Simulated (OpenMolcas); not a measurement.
# W⁴⁺ among point charges: CASSCF and CASPT2 levels and susceptibility

How does a field of 4 point charges split the states of W⁴⁺, and what χT follows?

The numbers are computed with OpenMolcas 26.06 (state-averaged CASSCF and CASPT2, spin-orbit coupling by RASSI with atomic mean-field integrals), except any that are marked as measured or tabulated.

## 1. The atom as given

| Quantity | Value |
| --- | --- |
| Species | W⁴⁺ (tungsten, Z = 74, 70 electrons) |
| Basis | ANO-RCC-VDZP [7s6p4d2f1g], 68 functions |
| Scalar Hamiltonian | DKH2, point nucleus |
| Inactive shells | 1s 2s 2p 3s 3p 3d 4s 4p 4d 4f 5s 5p |
| Active space | 2 electrons in 5 orbitals (5d) |
| Some configurations of this space | 5d2 |
| Orbitals | optimised for each spin and parity, averaged over all roots |

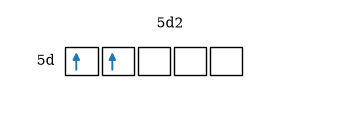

Outer shells as boxes.

The ion sits among 4 point charges of -1 e arranged as a tetrahedron (Td), 1.89 Å from the ion.

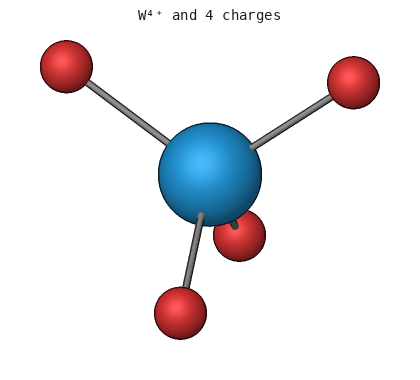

The ion and the point charges (red).

The work runs as a chain of OpenMolcas steps in one folder; each step below is one input file. Labels, J, g values, rates, χT and fits are worked out afterwards by a script from the matrices that RASSI stores.

## 2. Basis and integrals

a.inp

```
&GATEWAY
Coord
1

W 0.0 0.0 0.0
Basis=ANO-RCC-VDZP
Group=NoSym
NoMove
AngMom=0.0 0.0 0.0
AMFI
XField
4 Angstrom 0
1.091192 1.091192 1.091192 -1.000000
1.091192 -1.091192 -1.091192 -1.000000
-1.091192 1.091192 -1.091192 -1.000000
-1.091192 -1.091192 1.091192 -1.000000
&SEWARD
```

Command:

```console
$ OMP_NUM_THREADS=1 MOLCAS_MEM=1689 MOLCAS_PROJECT=a pymolcas a.inp > a.log
```

What it wrote:

```text
Basis set label: W.ANO-RCC...7S6P4D2F1G.

      Electronic valence basis set:
      ------------------
      Associated Effective Charge  74.000000 au
      Associated Actual Charge     74.000000 au
      Nuclear Model: Point charge

      Shell  nPrim  nBasis  Cartesian Spherical Contaminant
         s      24       7        X
         p      21       6        X
         d      15       4                 X
         f      11       2                 X
         g       4       1                 X
                  Relativistic Douglas-Kroll-Hess integrals:
                    - DKH order of Hamiltonian: 2
                    - DKH order of Properties : 0
                  Atomic mean-field integrals
```

## 3. Reference wave functions, triplets, 10 roots

a.inp

```
&RASSCF
FileOrb=start.orb
Symmetry=1
Spin=3
nActEl=2 0 0
Inactive=34
Ras2=5
CIRoot=10 10 1
SDav=10
CIMx=300
Iter=120 100
PrWF=0.3
OrbListing=Nothing
MaxOrb=0
>>> COPY $Project.JobIph JOB001
```

start.orb holds the contracted functions of the basis, ordered by shell, or the orbitals of the step before.

What it wrote, cut to the lines that bear on the results:

```text
[...]
      Number of active orbitals                  5
[...]
      Spin quantum number                      1.0
[...]
      Active orbitals                            5
[...]
      Number of CSFs                            10
      Number of root(s) required                10
[...]
      Convergence after  9 iterations
[...]
      Natural orbitals and occupation numbers for root  1
      sym 1:   0.000000   0.000000   1.000000  -0.000000   1.000000
      Natural orbitals and occupation numbers for root  2
      sym 1:   0.252231   0.747769   0.252231  -0.000000   0.747769
      Natural orbitals and occupation numbers for root  3
      sym 1:   0.855544   0.144456   0.855544  -0.000000   0.144456
::    RASSCF root number  1 Total energy: -16128.81248505
::    RASSCF root number  2 Total energy: -16128.79446341
::    RASSCF root number  3 Total energy: -16128.79446341
[...]
::    RASSCF root number  7 Total energy: -16128.78133834
::    RASSCF root number  8 Total energy: -16128.73672695
::    RASSCF root number  9 Total energy: -16128.73672695
::    RASSCF root number 10 Total energy: -16128.73672695
```

## 4. Reference wave functions, singlets, 15 roots

a.inp

```
&RASSCF
FileOrb=start.orb
Symmetry=1
Spin=1
nActEl=2 0 0
Inactive=34
Ras2=5
CIRoot=15 15 1
SDav=15
CIMx=300
Iter=120 100
PrWF=0.3
OrbListing=Nothing
MaxOrb=0
>>> COPY $Project.JobIph JOB002
```

What it wrote, cut to the lines that bear on the results:

```text
[...]
      Number of active orbitals                  5
[...]
      Spin quantum number                      0.0
[...]
      Active orbitals                            5
[...]
      Number of CSFs                            15
      Number of root(s) required                15
[...]
      Convergence after  8 iterations
[...]
      Natural orbitals and occupation numbers for root  1
      sym 1:   0.924633   0.098651   0.037704   0.014379   0.924633
      Natural orbitals and occupation numbers for root  2
      sym 1:   0.924633   0.001838   0.062785   0.086110   0.924633
      Natural orbitals and occupation numbers for root  3
      sym 1:   0.353708   0.647390   0.010229   0.281082   0.707591
::    RASSCF root number  1 Total energy: -16128.75926081
::    RASSCF root number  2 Total energy: -16128.75926081
::    RASSCF root number  3 Total energy: -16128.74272198
[...]
::    RASSCF root number 12 Total energy: -16128.70991766
::    RASSCF root number 13 Total energy: -16128.70991766
::    RASSCF root number 14 Total energy: -16128.70991766
::    RASSCF root number 15 Total energy: -16128.61050355
```

## 5. RASSI: spin-orbit coupling between the states

a.inp

```
&RASSI
NrOfJobIphs=2 10 15
1 2 3 4 5 6 7 8 9 10
1 2 3 4 5 6 7 8 9 10 11 12 13 14 15
IphNames
JOB001
JOB002
EJob
SpinOrbit
DIPRint=1.0
SOCoupling=1000.0
Subsets=2
Property=9
'ANGMOM' 1 'ANGMOM' 2 'ANGMOM' 3 'MLTPL  1' 1 'MLTPL  1' 2 'MLTPL  1' 3
'AMFI' 1 'AMFI' 2 'AMFI' 3
SOProperty=3
'ANGMOM' 1 'ANGMOM' 2 'ANGMOM' 3
```

Command:

```console
$ OMP_NUM_THREADS=1 MOLCAS_MEM=1689 MOLCAS_PROJECT=a pymolcas a.inp > a.log
```

What it wrote, cut to the lines that bear on the results:

```text
SPIN-FREE ENERGIES:
  (Shifted by EMIN (a.u.) =     -16128.8124850462)
 SF State       Relative EMIN(au)   Rel lowest level(eV)    D:o, cm**(-1)      L_eff
     1             0.0000000000        0.0000000000              0.0000         3.0
     2             0.0180216401        0.4903938104           3955.2928         3.0
     3             0.0180216401        0.4903938104           3955.2928         3.0
     4             0.0180216401        0.4903938104           3955.2928         3.0
     5             0.0311467072        0.8475450794           6835.9121         2.9
     6             0.0311467072        0.8475450794           6835.9121         2.9
     7             0.0311467072        0.8475450794           6835.9121         2.9
    11             0.0532242344        1.4483051990          11681.3692         2.4
    12             0.0532242344        1.4483051990          11681.3692         2.4
    13             0.0697630626        1.8983496421          15311.2224         2.2
[...]
Eigenvalues of complex Hamiltonian:
   -----------------------------------
  (Shifted by EMIN (a.u.) =     -16128.8124850462)
 SO State       Relative EMIN(au)   Rel lowest level(eV)    D:o, cm**(-1)     J-value
     1            -0.0248405826        0.0000000000              0.0000         1.9
     2            -0.0248405826        0.0000000001              0.0000         1.3
     3            -0.0248405826        0.0000000001              0.0000         1.8
     4            -0.0158689550        0.2441304249           1969.0447         1.4
     5            -0.0158689550        0.2441304248           1969.0447         1.7
     6             0.0100554099        0.9495683289           7658.7851         2.4
     7             0.0123607637        1.0123002040           8164.7518         2.4
     8             0.0123607637        1.0123002040           8164.7518         2.4
     9             0.0123607638        1.0123002041           8164.7518         2.4
    10             0.0137224022        1.0493522733           8463.5969         2.5
    11             0.0137224022        1.0493522734           8463.5969         2.1
[...]
```

Time for these steps: 7.3 s (1 thread of Arm Neoverse V1, shared host).

Spin-free states, with their symmetry labels:

```
state  degeneracy  E (cm-1)  free-ion L (%)
  3A2           1         0         F (100)
  3T2           3      3955         F (100)
  3T1           3      6836          F (97)
   1E           2     11681          D (82)
  1T2           3     15311          D (91)
  3T1           3     16627          P (97)
  1A1           1     18119          G (98)
  1T1           3     19489         G (100)
   1E           2     21834          G (82)
  1T2           3     22511          G (91)
  1A1           1     44330          S (98)
```

With spin-orbit coupling:

| E (cm-1) | Degeneracy | Label | 2S+1 |
| --- | --- | --- | --- |
| 0.0 | 3 | T2 | 3 |
| 1969 | 2 | E | 3 |
| 7659 | 1 | A2 | 3 |
| 8165 | 3 | T2 | 3 |
| 8464 | 3 | T1 | 3 |
| 13309 | 3 | T2 | 3 |
| 14373 | 1 | A1 | 3 |
| 14755 | 2 | E | 3 |
| 15314 | 3 | T1 | 3 |
| 16697 | 2 | E | 1 |
| 17895 | 3 | T2 | 1 |
| 17962 | 1 | A1 | 3 |
| 20427 | 3 | T1 | 3 |
| 25211 | 1 | A1 | 1 |
| 25549 | 2 | E | 3 |
| 26258 | 3 | T1 | 1 |
| 27227 | 3 | T2 | 1 |
| 29223 | 2 | E | 1 |
| 29609 | 3 | T2 | 1 |
| 51923 | 1 | A1 | 1 |

Powder χT (cm³ K/mol): 0.01 at 2 K, 0.01 at 5 K, 0.01 at 10 K, 0.01 at 20 K, 0.02 at 50 K, 0.03 at 100 K, 0.05 at 150 K, 0.06 at 200 K, 0.07 at 250 K, 0.09 at 300 K.

A ligand-field fit to the states below 45000 cm-1 gives 10Dq = -3990 cm-1, B = 773 cm-1 and C = 3146 cm-1 (C/B = 4.07), with a deviation of 63 cm-1.

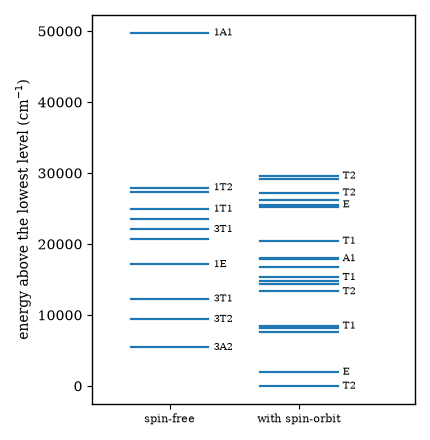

The states in the field without (left) and with (right) spin-orbit coupling.

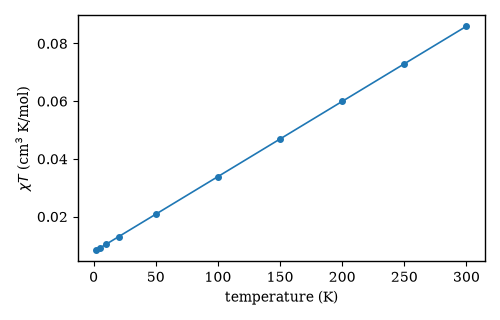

χT against temperature.

Orbitals of the lowest block (energies include the constant potential of the surroundings):

```
shell     space  energy (hartree)  mean occupation  ⟨r²⟩ (bohr²)
   1s  inactive        -2564.0865            2.000      0.000431
   2s  inactive         -448.4357            2.000       0.00704
   2p  inactive         -393.7749            6.000       0.00582
   3s  inactive         -105.9417            2.000        0.0460
   3p  inactive          -89.3531            6.000        0.0466
   3d  inactive          -69.4784           10.000        0.0390
   4s  inactive          -23.4369            2.000         0.229
   4p  inactive          -17.8672            6.000         0.259
   4d  inactive          -10.5164           10.000         0.304
   4f  inactive           -2.3354           14.000         0.443
   5s  inactive           -3.9144            2.000          1.30
   5p  inactive           -2.3860            6.000          1.71
   5d      RAS2                              2.000          3.39
```

## 6. CASPT2: IPEA 0.25, imaginary shift 0.1 (closed shells correlated: 4f 5s 5p)

a.inp

```
>>> COPY JOB001 $Project.JobIph
&CASPT2
Multistate=10 1 2 3 4 5 6 7 8 9 10
NoMult
Frozen=23
IPEA=0.25
Imaginary=0.1
MaxIter=60
WThr=0.0 0.3 0.05
PrWF=0.5
NoMix
>>> COPY JOB002 $Project.JobIph
&CASPT2
Multistate=15 1 2 3 4 5 6 7 8 9 10 11 12 13 14 15
NoMult
Frozen=23
IPEA=0.25
Imaginary=0.1
MaxIter=60
WThr=0.0 0.3 0.05
PrWF=0.5
NoMix
```

What it wrote:

```text
Orbital specifications:
      -----------------------

      Symmetry species                           1
                                                 a
      Frozen orbitals                           23
      Inactive orbitals                         11
      Active orbitals                            5
      Secondary orbitals                        29
      Deleted orbitals                           0
      Number of basis functions                 68
Type of calculation                        SS-CASPT2
      Fock operator                              state-specific
      IPEA shift                                 0.25
      Real shift                                 0.00
      Imaginary shift                            0.10
      The input orbitals will be transformed to quasi-canonical
Reference energy:      -16128.8124850462
      E2 (Non-variational):      -0.7487578836
      Shift correction:          -0.0001041362
      E2 (Variational):          -0.7488620197
      Total energy:          -16129.5613470659
      Residual norm:              0.0000002970
      Reference weight:           0.92821
      Contributions to the CASPT2 correlation energy
      Active & Virtual Only:         -0.0021023581
      One Inactive Excited:          -0.0804085684
      Two Inactive Excited:          -0.6662469571
Reference energy:      -16128.7944634061
      E2 (Non-variational):      -0.7506979197
      Shift correction:          -0.0001081942
      E2 (Variational):          -0.7508061139
      Total energy:          -16129.5452695200
      Residual norm:              0.0000000676
      Reference weight:           0.92750
      Contributions to the CASPT2 correlation energy
      Active & Virtual Only:         -0.0023310775
      One Inactive Excited:          -0.0816847866
      Two Inactive Excited:          -0.6666820556
::    CASPT2 Root  1     Total energy: -16129.56134707
::    CASPT2 Root  2     Total energy: -16129.54526952
::    CASPT2 Root  3     Total energy: -16129.54461551
::    CASPT2 Root  4     Total energy: -16129.54440279
::    CASPT2 Root  5     Total energy: -16129.53101527
::    CASPT2 Root  6     Total energy: -16129.53130975
::    CASPT2 Root  7     Total energy: -16129.53140582
::    CASPT2 Root  8     Total energy: -16129.49310727
::    CASPT2 Root  9     Total energy: -16129.49312548
::    CASPT2 Root 10     Total energy: -16129.49352435
Orbital specifications:
      -----------------------

      Symmetry species                           1
                                                 a
      Frozen orbitals                           23
      Inactive orbitals                         11
      Active orbitals                            5
      Secondary orbitals                        29
      Deleted orbitals                           0
      Number of basis functions                 68
Type of calculation                        SS-CASPT2
      Fock operator                              state-specific
      IPEA shift                                 0.25
      Real shift                                 0.00
      Imaginary shift                            0.10
      The input orbitals will be transformed to quasi-canonical
Reference energy:      -16128.7592608118
      E2 (Non-variational):      -0.7567232739
      Shift correction:          -0.0002974575
      E2 (Variational):          -0.7570207314
      Total energy:          -16129.5162815433
      Residual norm:              0.0000000400
      Reference weight:           0.92078
      Contributions to the CASPT2 correlation energy
      Active & Virtual Only:         -0.0079251117
      One Inactive Excited:          -0.0789538169
      Two Inactive Excited:          -0.6698443453
Reference energy:      -16128.7592608118
      E2 (Non-variational):      -0.7567630329
      Shift correction:          -0.0002974696
      E2 (Variational):          -0.7570605026
      Total energy:          -16129.5163213144
      Residual norm:              0.0000000400
      Reference weight:           0.92077
      Contributions to the CASPT2 correlation energy
      Active & Virtual Only:         -0.0079251029
      One Inactive Excited:          -0.0789547996
      Two Inactive Excited:          -0.6698831304
::    CASPT2 Root  1     Total energy: -16129.51628154
::    CASPT2 Root  2     Total energy: -16129.51632131
::    CASPT2 Root  3     Total energy: -16129.50265069
::    CASPT2 Root  4     Total energy: -16129.50269070
::    CASPT2 Root  5     Total energy: -16129.50183563
::    CASPT2 Root  6     Total energy: -16129.48510795
::    CASPT2 Root  7     Total energy: -16129.47861253
::    CASPT2 Root  8     Total energy: -16129.47849048
::    CASPT2 Root  9     Total energy: -16129.47771425
::    CASPT2 Root 10     Total energy: -16129.46750847
::    CASPT2 Root 11     Total energy: -16129.46749321
::    CASPT2 Root 12     Total energy: -16129.46487494
::    CASPT2 Root 13     Total energy: -16129.46496914
::    CASPT2 Root 14     Total energy: -16129.46510079
::    CASPT2 Root 15     Total energy: -16129.38135855
```

Time for this run: 8.9 s (1 thread of Arm Neoverse V1, shared host).

SS-CASPT2: lowest energy less the reference's lowest, -0.7489 hartree; reference weights 0.916 to 0.928.

Spin-free states, with their symmetry labels:

```
state  degeneracy  E (cm-1)  free-ion L (%)
  3A2           1         0         F (100)
  3T2           3      3640         F (100)
  3T1           3      6607          F (97)
   1E           2      9886          D (82)
  1T2           3     12939          D (91)
  3T1           3     14945          P (97)
  1A1           1     16733          G (98)
  1T1           3     18233         G (100)
   1E           2     20597          G (82)
  1T2           3     21150          G (91)
  1A1           1     39503          S (98)
```

With spin-orbit coupling:

```tsv
E (cm-1)	Degeneracy	Label	2S+1
0	3	T2	3
1800	2	E	3
7650	1	A2	3
8280	3	T2	3
8470	3	T1	3
13300	3	T2	3
13550	1	A1	3
14680	2	E	3
15230	3	T1	3
15410	2	E	1
16280	3	T2	1
17060	1	A1	3
19080	3	T1	3
24290	2	E	3
24350	1	A1	1
25430	3	T1	1
25760	3	T2	1
28280	2	E	1
28460	3	T2	1
47610	1	A1	1
```

Powder χT (cm³ K/mol): 0.01 at 2 K, 0.01 at 5 K, 0.02 at 10 K, 0.02 at 20 K, 0.03 at 50 K, 0.04 at 100 K, 0.05 at 150 K, 0.07 at 200 K, 0.08 at 250 K, 0.10 at 300 K.

## 7. The methods side by side

A. CASSCF
B. SS-CASPT2, IPEA 0.25, imaginary shift 0.1 (closed shells correlated: 4f 5s 5p)

```
method  ground state  first state of that spin (cm-1)  first gap with spin-orbit (cm-1)  χT at 300 K
     A           3A2                         3T2 3955                            1969.0         0.09
     B           3A2                         3T2 3640                            1797.8         0.10
```

## 8. What came out

| quantity | value |
| --- | --- |
| method | SS-CASPT2, IPEA 0.25, imaginary shift 0.1 (closed shells correlated: 4f 5s 5p) |
| spin-free ground state | 3A2, 1-fold in its orbital part |
| first state of the same spin within the active space | 3T2 at 3640 cm⁻¹ |
| lowest level | 3-fold T2 |
| next level | 1797.8 cm⁻¹ |
| χT at 300 K | 0.10 cm³ K/mol |
| effective moment at 300 K | 0.87 μB |

Cost by method:

```
                                                 method  time of its own steps  time with the reference
                                              A. CASSCF                  7.3 s                    7.3 s
B. SS-CASPT2, IPEA 0.25, imaginary shift 0.1, +4f 5s 5p                  8.9 s                     16 s
```

Times are of one thread on a shared host.

**Reading.** The spin-free ground state (3A2) comes to 100 % from free-ion F terms and keeps the highest spin of the shell. χT at 300 K is 0.10, against 1.00 cm³ K/mol for the spin alone, so spin-orbit coupling lowers it. CASPT2 does not keep the components of a term degenerate, and the means are used. The field of point charges can differ much from that of real complexes. Point charges carry no covalency, so the field is a model and not that of real ligands.
